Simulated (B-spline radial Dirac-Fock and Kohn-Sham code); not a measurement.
Nitrogen in charge state −3 (N³⁻), configuration [Ne], inside a Watson sphere of charge +3 and radius 1.752 Å that stands in for a crystal. Computed with a radial B-spline solver: Thomson × f² and Klein–Nishina × S on Dirac–Fock densities, without anomalous dispersion.

Before looking at the plot, say what to expect. Its caption: Coherent and incoherent photon scattering cross sections against photon energy, computed at the marked points and joined by straight lines.

Coherent scattering falls from 36.6 b at 2.00 keV to 0.00121 b at 1.00 MeV. Incoherent scattering is largest at 30.0 keV among the points computed (5.61 b), and it overtakes the coherent part between 10.0 keV and 20.0 keV.

The computed plot:

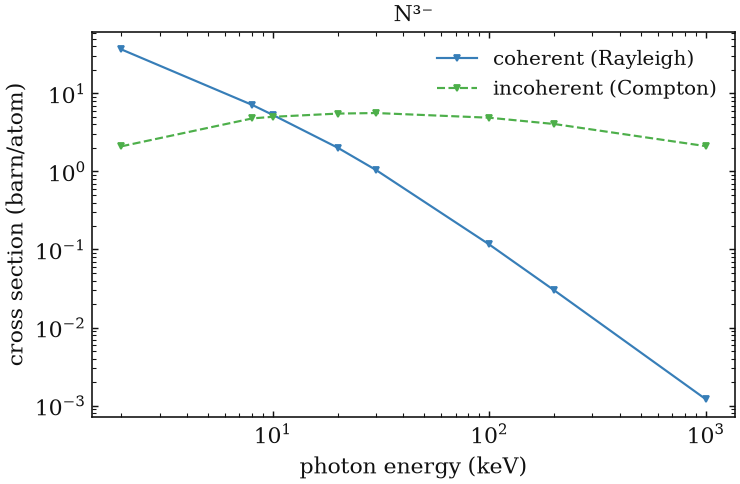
